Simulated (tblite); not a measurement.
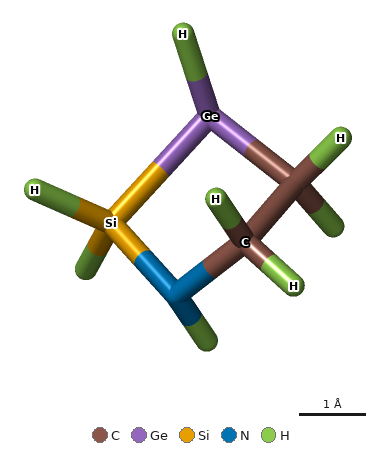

C2H8GeNSi (multiplicity 2), before the relaxation. The picture is a stick view, seen at a tilt.

All numbers below come from tblite 0.8.0, GFN2-xTB geometry optimisation, gas phase.

```xyz
13

C    -0.5502   -0.5657   -0.9032
C    -1.3021    0.3938    0.0504
Ge    0.0059    1.5335    0.9446
Si    1.5300   -0.0916    0.6448
N     0.5373   -1.2923   -0.2367
H    -0.1592    0.0170   -1.7636
H    -1.2853   -1.2910   -1.3206
H    -2.0221    1.0146   -0.4948
H    -1.8317   -0.2054    0.8311
H     0.3502    2.7043   -0.0076
H     1.9696   -0.6596    1.9381
H     2.6414    0.3714   -0.1787
H     0.1119   -1.9285    0.4784
```

Where does the relaxation end?

Answer. The largest move after the best rigid fit is that of H10, 0.28 Å. By element the largest moves are H 0.28 Å, N 0.19 Å, Ge 0.14 Å, Si 0.11 Å, C 0.11 Å. Near-neighbour distances that change, for instance: Ge3–Si4 2.248 → 2.424 Å, C2–Ge3 1.952 → 2.044 Å, Si4–N5 1.790 → 1.722 Å, Ge3–H10 1.548 → 1.588 Å. Among the angles between lasting bonds that change: C2–Ge3–H10 108.0° → 96.1°, Si4–N5–H13 107.2° → 117.7°, C1–N5–Si4 107.6° → 115.5°. After 52 geometry steps the energy has fallen by 45.6 kJ/mol. Cost: 0.19 s on 1 thread of AMD EPYC 9R45 96-Core Processor, on a shared host.

The structure at the end:

```xyz
13

C    -0.5595   -0.4847   -0.8342
C    -1.3909    0.4224    0.0642
Ge   -0.0494    1.6333    1.0188
Si    1.6042   -0.1138    0.7213
N     0.5132   -1.1531   -0.1119
H    -0.0892    0.1197   -1.6173
H    -1.1790   -1.2433   -1.3257
H    -2.1164    0.9734   -0.5327
H    -1.9500   -0.1836    0.7828
H     0.2665    2.5562   -0.2348
H     2.1081   -0.8101    1.9022
H     2.6595    0.2542   -0.2270
H     0.1785   -1.9702    0.3765
```

The end point in the same view:

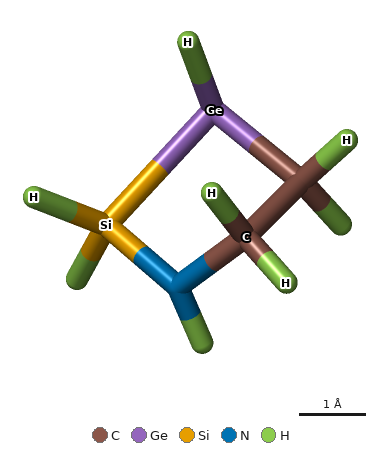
